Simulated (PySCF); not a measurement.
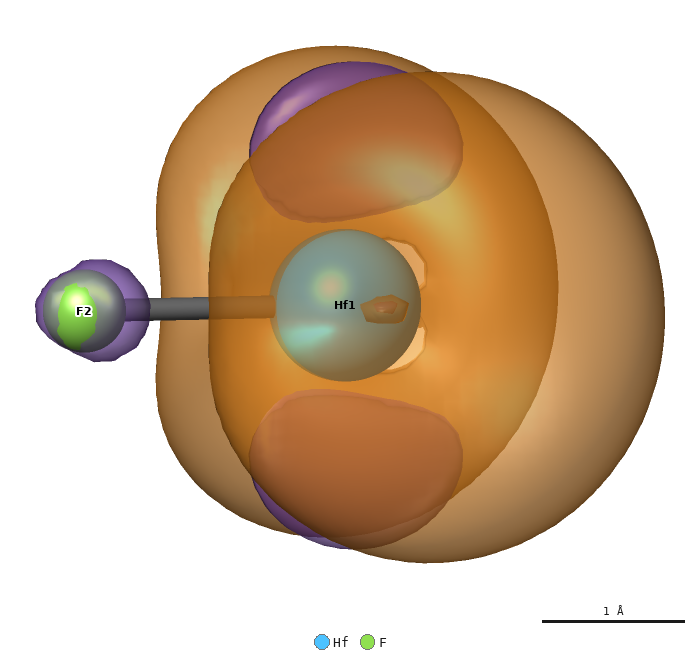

*HfF (charge −1, triplet). Isosurfaces of the spin density at +0.015 (orange) and −0.015 e/Å³ (purple), seen from one side.*

⟨S²⟩ = 2.07, above the pure value of 2.00; core potentials replace the inner electrons of Hf.

The calculation used PySCF, PBE0/def2-TZVPPD, non-relativistic Hamiltonian with scalar-relativistic core potentials where named, at a bond length of 1.923 Å.

Question: Where is the unpaired spin?

Answer: The unpaired spin (2 electrons) lies mostly on Hf1 (about 2.0), in electrons by Hirshfeld's partition.
